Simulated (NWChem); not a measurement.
# C2H4OS (thioacetic acid) at CCSD(T)/def2-SVP

Aim: the energy change on altering one bond length of C2H4OS (thioacetic acid) at CCSD(T)/def2-SVP, from 2 runs. 

The calculation is run with NWChem 7.3.0.

1 further run of the same task is left out (set aside as unsound or not needed). Runs told in other sessions of the task aren't counted.

## Step 1: The structure to begin with

C2H4OS has 8 atoms, charge 0, and is taken as a singlet. SMILES: `CC(=O)S`. The coordinates come from a PBE0-D4/def2-TZVP relaxation. This is one conformer, not always the lowest.

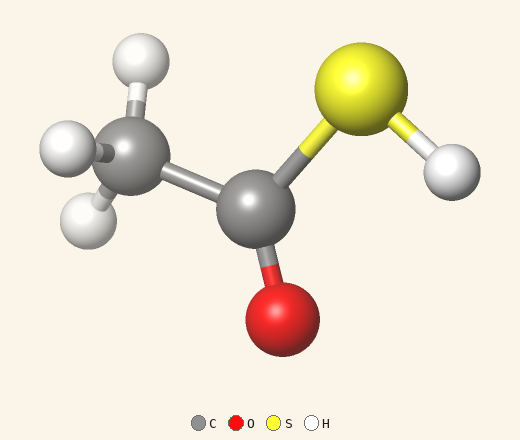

The structure, seen from a chosen angle (carbon grey, oxygen red, sulfur yellow, hydrogen white).

## Step 2: A single-point energy at CCSD(T)/def2-SVP

c2h4os.nw reads:

```
start c2h4os
memory stack 880 mb heap 220 mb global 1100 mb

geometry noautosym nocenter noautoz
 C        0.009370       1.055190      -0.001860
 C        0.278630      -0.411990      -0.177640
 O        1.155120      -0.860900      -0.857880
 S       -0.880520      -1.440710       0.717560
 H        0.927940       1.610960      -0.185020
 H       -0.384160       1.280630       0.989940
 H       -0.737970       1.359090      -0.739990
 H       -0.368420      -2.592290       0.254890
end

basis spherical bse
 C library def2-SVP
 O library def2-SVP
 S library def2-SVP
 H library def2-SVP
end

scf
 singlet
 rhf
 thresh 1e-08
 maxiter 80
 print medium
end

ccsd
 freeze core 8
 maxiter 60
end

task ccsd(t) energy
```

On the command line:

```
nwchem c2h4os.nw > c2h4os.out
```

The log of the run:

```text
[...]
  functions       =    80
[...]
  wavefunction    = RHF
[...]
         Total SCF energy =   -550.217194019428
      One-electron energy =  -1063.549567969514
      Two-electron energy =    359.132226462812
 Nuclear repulsion energy =    154.200147487275
        Time for solution =      5.8s
[...]
 Total MP2 energy:           -550.804622818104122
[...]
             energy      energy      error      ampl     ampl      Block
                                                time     time      time
[...]
 Total CCSD energy:           -550.840405655985478
[...]
 Total CCSD+T(CCSD) energy:           -550.862857515439714
[...]
 Total CCSD(T) energy:                -550.861239156310830
[...]
```

Run time: 62 s. Hardware: 1 thread of Intel Xeon 6975P-C (Granite Rapids), shared host; peak memory 0.22 GiB.

## Step 3: The distorted shape at the same level

nw.nw reads:

```
start nw
title "C2H4OS"
memory 2200 mb
charge 0

geometry noautosym nocenter noautoz
C     -0.071407     1.495339     0.050873
C      0.278630    -0.411990    -0.177640
O      1.155120    -0.860900    -0.857880
S     -0.880520    -1.440710     0.717560
H      0.847163     2.051109    -0.132287
H     -0.464937     1.720779     1.042673
H     -0.818747     1.799239    -0.687257
H     -0.368420    -2.592290     0.254890
end

basis spherical bse
C library def2-SVP
O library def2-SVP
S library def2-SVP
H library def2-SVP
end

scf
singlet
rhf
thresh 1e-08
maxiter 80
end

ccsd
freeze core 8
maxiter 60
end

task ccsd(t) energy
```

On the command line:

```
nwchem nw.nw > nw.out
```

The log of the run:

```text
[...]
  functions       =    80
[...]
  wavefunction    = RHF
[...]
         Total SCF energy =   -550.160180264181
      One-electron energy =  -1045.543717428125
      Two-electron energy =    350.158601379562
 Nuclear repulsion energy =    145.224935784383
        Time for solution =      6.0s
[...]
 Total MP2 energy:           -550.754861250689601
[...]
             energy      energy      error      ampl     ampl      Block
                                                time     time      time
[...]
 Total CCSD energy:           -550.791242159212629
[...]
 Total CCSD+T(CCSD) energy:           -550.816752458754991
[...]
 Total CCSD(T) energy:                -550.814683228289368
[...]
```

Run time: 61 s. Hardware: 1 thread of Intel Xeon 6975P-C (Granite Rapids), shared host; peak memory 0.22 GiB.

## Step 4: What came out

Level: CCSD(T)/def2-SVP, 8 core orbitals frozen.

| quantity | value |
| --- | --- |
| first shape: total energy | -550.86124 Eh |
| first shape: HOMO energy (Hartree–Fock orbitals) | -10.66 eV |
| first shape: LUMO energy (Hartree–Fock orbitals) | 3.89 eV |
| first shape: HOMO–LUMO gap (Hartree–Fock orbitals) | 14.56 eV |
| first shape: correlation energy (8 core orbitals frozen) | -644.0 mEh |
| first shape: (T) correction | -20.83 mEh |
| distorted shape: total energy | -550.81468 Eh |
| distorted shape: HOMO energy (Hartree–Fock orbitals) | -10.52 eV |
| distorted shape: LUMO energy (Hartree–Fock orbitals) | 3.89 eV |
| distorted shape: HOMO–LUMO gap (Hartree–Fock orbitals) | 14.41 eV |
| distorted shape: correlation energy (8 core orbitals frozen) | -654.5 mEh |
| distorted shape: (T) correction | -23.44 mEh |
| energy change with the C1–C2 bond stretched from 1.502 to 1.953 Å | 1.267 eV |

**Reading.** With the C1–C2 bond stretched from 1.502 to 1.953 Å the energy rises by 1.27 eV (122 kJ/mol). The first shape isn't relaxed at this level, so the change isn't measured from a minimum. The triples (first shape) make up 3.2 % of the correlation energy. The triples (distorted shape) make up 3.6 % of the correlation energy.
